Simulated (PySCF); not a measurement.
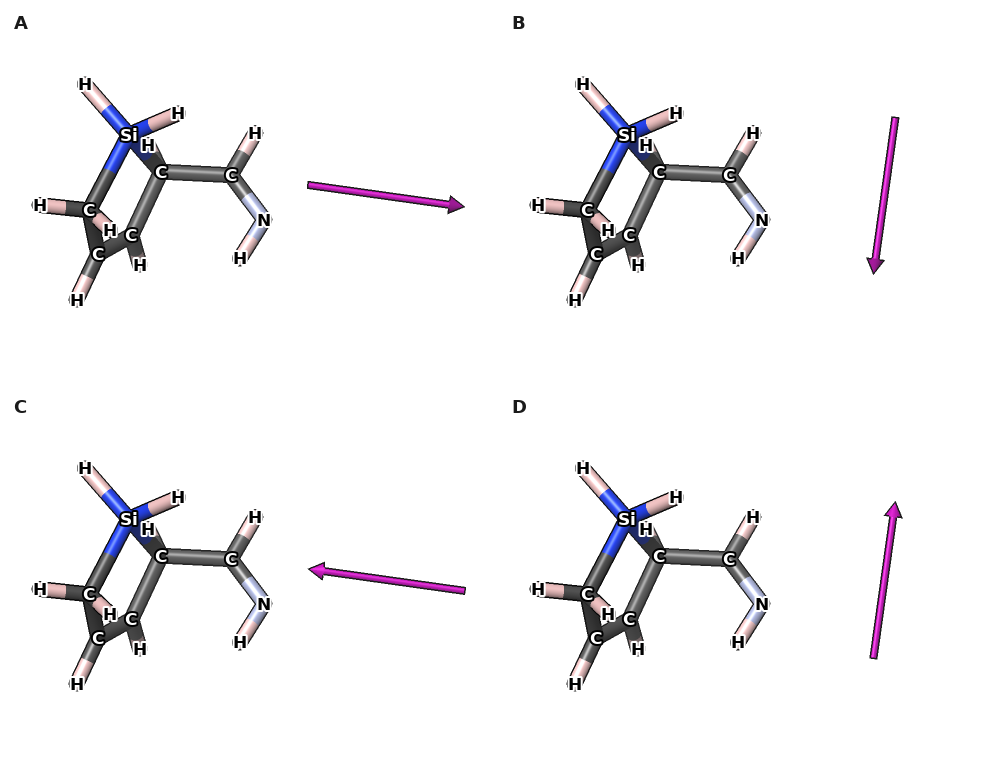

The same molecule four times, each with an arrow. Computed geometry: GFN2-xTB optimisation. No frequency run is at hand to confirm it as a minimum. Properties computed with CAM-B3LYP/def2-SVPD, gas phase (PySCF 2.14.0).

Which arrow points along the dipole moment, from the negative to the positive end?

Answer. C. The dipole moment is 2.94 D.

The geometry is semi-empirical. Around Si such bond lengths and angles can be off by a tenth of an ångström or more and by several degrees, and values that hang on the shape move with them.
